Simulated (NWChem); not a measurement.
**the pair C3HN···BH2F: a chain of runs**

Aim: a single-point energy (singlet C3H3BFN, HF/3-21G), then the energy (singlet C3HN, HF/3-21G), then a single-point energy (singlet BH2F, HF/3-21G), then the energy (singlet C3HN, HF/3-21G), then the energy (singlet BH2F, HF/3-21G) of C3H3BFN and its partners. 

The results are computed with NWChem 7.3.0.

## (1) The structure to begin with

C3H3BFN has 9 atoms, charge 0, and is taken as a singlet. The two molecules were placed rigidly side by side, at 0.9 times their contact distance; the pair isn't optimised.

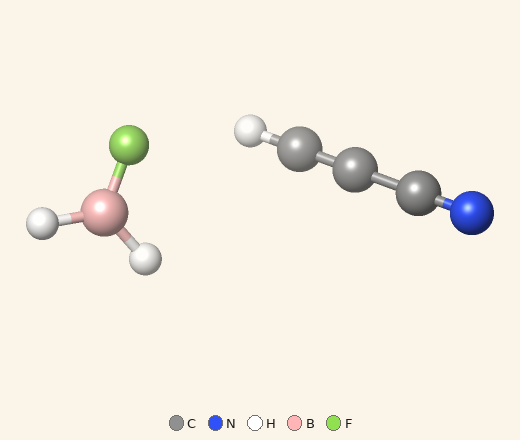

The structure, seen from a chosen angle (carbon grey, nitrogen blue, hydrogen white, boron pink, fluorine green).

## (2) The energy at HF/3-21G (run 1)

Input file sp.nw:

```
start sp
memory 2200 mb
charge 0

geometry units angstrom noautosym nocenter noautoz
  C     -0.147780     1.267720     0.157080
  C     -0.010280     0.083620     0.010380
  C      0.147520    -1.265880    -0.156720
  N      0.281120    -2.403680    -0.297320
  H     -0.270580     2.318220     0.286580
  B     -2.894930     3.270090     1.801010
  F     -1.598570     3.371660     2.008380
  H     -3.262700     2.597800     0.880890
  H     -3.627370     3.856320     2.545240
end

basis spherical bse
  * library 3-21G
end

scf
  thresh 1e-08
  maxiter 80
  print low
end

task scf
```

Launch:

```bash
$ nwchem sp.nw > sp.out
```

The log of the run, shortened:

```text
[...]
  functions       =    60
[...]
  wavefunction    = RHF
[...]
         Total SCF energy =   -292.261770466587
      One-electron energy =   -699.085350030312
      Two-electron energy =    254.916539341888
 Nuclear repulsion energy =    151.907040221838
        Time for solution =      1.4s
 Task  times  cpu:        1.5s     wall:        1.5s
[...]
```

Wall time 2 s (1 thread of Intel Xeon 6975P-C (Granite Rapids), shared host); peak memory 0.099 GiB.

## (3) C3HN: the energy at HF/3-21G (run 2)

Input file m1.nw:

```
start m1
title "C3HN"
memory stack 880 mb heap 220 mb global 1100 mb
geometry units angstrom noautosym nocenter noautoz
  C    -0.147780    1.267720    0.157080
  C    -0.010280    0.083620    0.010380
  C     0.147520   -1.265880   -0.156720
  N     0.281120   -2.403680   -0.297320
  H    -0.270580    2.318220    0.286580
end
basis spherical bse
  * library 3-21G
end
scf
  nopen 0
  rhf
  thresh 1e-08
  maxiter 80
  print low
end
task scf energy
```

Launch:

```bash
$ nwchem m1.nw > m1.out
```

The log of the run, shortened:

```text
[...]
  functions       =    38
[...]
  wavefunction    = RHF
[...]
         Total SCF energy =   -167.612625062527
      One-electron energy =   -378.023771057425
      Two-electron energy =    133.161125318502
 Nuclear repulsion energy =     77.250020676396
        Time for solution =      0.4s
 Task  times  cpu:        0.4s     wall:        0.4s
[...]
```

It took 0.99 s on 1 thread of Intel Xeon 6975P-C (Granite Rapids), shared host; peak memory 0.1 GiB.

## (4) BH2F: the energy at HF/3-21G (run 3)

Input file run.nw:

```
start run
title "BFH2 hf"
memory stack 880 mb heap 220 mb global 1100 mb

geometry units atomic noautosym nocenter noautoz
B  -5.47062485  6.17957450  3.40341565
F  -3.02085949  6.37151399  3.79528815
H  -6.16560943  4.90913053  1.66464085
H  -6.85473585  7.28738865  4.80980652
end

basis "ao basis" spherical bse
* library 3-21G
end

scf
thresh 1e-08
maxiter 80
print low
end

task scf
```

Launch:

```bash
$ nwchem run.nw > run.out
```

The log of the run, shortened:

```text
[...]
  functions       =    22
[...]
  wavefunction    = RHF
[...]
         Total SCF energy =   -124.645643776411
      One-electron energy =   -226.286768662493
      Two-electron energy =     74.465408713670
 Nuclear repulsion energy =     27.175716172413
        Time for solution =      0.1s
 Task  times  cpu:        0.1s     wall:        0.1s
[...]
```

Wall time 0.65 s (1 thread of Intel Xeon 6975P-C (Granite Rapids), shared host); peak memory 0.1 GiB.

## (5) C3HN among ghost functions: the energy at HF/3-21G (with ghost functions) (run 4)

Input file nw.nw:

```
start nw
memory 2200 mb
charge 0

geometry units angstrom noautosym nocenter noautoz
 C    -0.147780    1.267720    0.157080
 C    -0.010280    0.083620    0.010380
 C     0.147520   -1.265880   -0.156720
 N     0.281120   -2.403680   -0.297320
 H    -0.270580    2.318220    0.286580
 bqB     -2.894930     3.270090     1.801010
 bqF     -1.598570     3.371660     2.008380
 bqH     -3.262700     2.597800     0.880890
 bqH     -3.627370     3.856320     2.545240
end

basis spherical bse
 C library 3-21G
 N library 3-21G
 H library 3-21G
 bqB library B 3-21G
 bqF library F 3-21G
 bqH library H 3-21G
end

scf
 thresh 1e-08
 maxiter 80
 print low
end

task scf energy
```

Launch:

```bash
$ nwchem nw.nw > nw.out
```

The log of the run, shortened:

```text
[...]
  functions       =    60
[...]
  wavefunction    = RHF
[...]
         Total SCF energy =   -167.612989780190
      One-electron energy =   -378.013301836392
      Two-electron energy =    133.150291379806
 Nuclear repulsion energy =     77.250020676396
        Time for solution =      1.3s
 Task  times  cpu:        1.3s     wall:        1.3s
[...]
```

Run time: 1.9 s. Hardware: 1 thread of Intel Xeon 6975P-C (Granite Rapids), shared host; peak memory 0.098 GiB.

## (6) BH2F among ghost functions: a single-point energy at HF/3-21G (with ghost functions) (run 5)

Input file mol.nw:

```
start mol
title "BFH2"
memory stack 880 mb heap 220 mb global 1100 mb
charge 0
geometry units angstroms noautosym nocenter noautoz
 B    -2.894930    3.270090    1.801010
 F    -1.598570    3.371660    2.008380
 H    -3.262700    2.597800    0.880890
 H    -3.627370    3.856320    2.545240
 bqC     -0.147780     1.267720     0.157080
 bqC     -0.010280     0.083620     0.010380
 bqC      0.147520    -1.265880    -0.156720
 bqN      0.281120    -2.403680    -0.297320
 bqH     -0.270580     2.318220     0.286580
end
basis spherical bse
 B library 3-21G
 F library 3-21G
 H library 3-21G
 bqC library C 3-21G
 bqN library N 3-21G
 bqH library H 3-21G
end
scf
 thresh 1e-08
 maxiter 80
 print low
end
task scf energy
```

Launch:

```bash
$ nwchem mol.nw > mol.out
```

The log of the run, shortened:

```text
[...]
  functions       =    60
[...]
  wavefunction    = RHF
[...]
         Total SCF energy =   -124.647787255439
      One-electron energy =   -226.260485083600
      Two-electron energy =     74.436979702287
 Nuclear repulsion energy =     27.175718125874
        Time for solution =      1.0s
 Task  times  cpu:        1.0s     wall:        1.0s
[...]
```

It took 1.6 s on 1 thread of Intel Xeon 6975P-C (Granite Rapids), shared host; peak memory 0.098 GiB.

## (7) Outcome

| quantity | value |
| --- | --- |
| run 1, HF/3-21G: total energy | -292.26177 Eh |
| C3HN: total energy | -167.61263 Eh |
| BH2F: total energy | -124.64564 Eh |
| C3HN among ghost functions: total energy | -167.61299 Eh |
| BH2F among ghost functions: total energy | -124.64779 Eh |
| interaction energy of the rigid parts C3HN and BH2F (parts in their own basis; closest atoms 2.42 Å apart) | -0.095 eV |
| interaction energy of the rigid parts C3HN and BH2F (parts in the whole basis, counterpoise; closest atoms 2.42 Å apart) | -0.027 eV |

**Reading.** The interaction energy of the rigid parts C3HN and BH2F (parts in their own basis; closest atoms 2.42 Å apart) is −0.10 eV (−2.2 kcal/mol): the parts attract. Without counterpoise this holds the superposition error of the basis. The interaction energy of the rigid parts C3HN and BH2F (parts in the whole basis, counterpoise; closest atoms 2.42 Å apart) is −0.03 eV (−0.6 kcal/mol): the parts attract. The basis-set superposition error is 6.6 kJ/mol.
